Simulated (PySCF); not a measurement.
System (SMILES): [SiH][SiH3] (SiH-SiH3) (closed-shell singlet).
Geometry (B3LYP-D3(BJ)/def2-TZVP, fixed):
```xyz
6

Si     0.0071     1.0500     0.8096
H     -0.4184     1.8608    -0.4081
Si     0.0198    -0.9006    -0.5838
H      0.9769    -0.6998    -1.7070
H     -1.3363    -1.1013    -1.1659
H      0.4013    -2.1512     0.1194
```
Charge 0, spin multiplicity 1.

Basis-set convergence of the isotropic shielding of H4 at PBE0 with PySCF. GIAO, no density fitting; atoms are numbered in the order shown. All functions are spherical. Core-valence sets carry the plain set on hydrogen. No added dispersion term, no relativity. Reference: the value in pcseg-3, 27.43 ppm, itself unsure by roughly 0.05 ppm (its distance from pcSseg-2). Deviations are taken from unrounded values. Cost is core time over that of 6-31G**, rough, on shared machines of one kind; a dash marks a row that isn't timed (too short, read off another run, short of memory, by another algorithm or on other hardware).

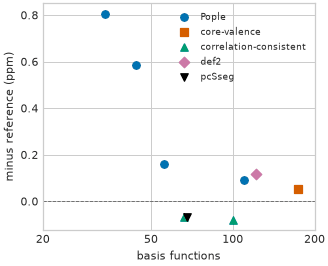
Deviation from the reference against the number of basis functions, by family of sets.

```
basis            functions  isotropic shielding of H4 (ppm)  minus reference (ppm)  cost
---------------  ---------  -------------------------------  ---------------------  ----
6-31G                   34                            28.23                   0.81     -
6-31G*                  44                            28.01                   0.58     -
6-31G**                 56                            27.59                   0.16    1×
cc-pV(D+d)Z             66                            27.36                  -0.07    1×
pcSseg-1                68                            27.36                  -0.07    1×
aug-cc-pV(D+d)Z        100                            27.35                  -0.08    3×
6-311++G(2d,2p)        110                            27.52                   0.09    3×
def2-TZVPD             122                            27.54                   0.12    4×
cc-pCVTZ               174                            27.48                   0.05   10×
```
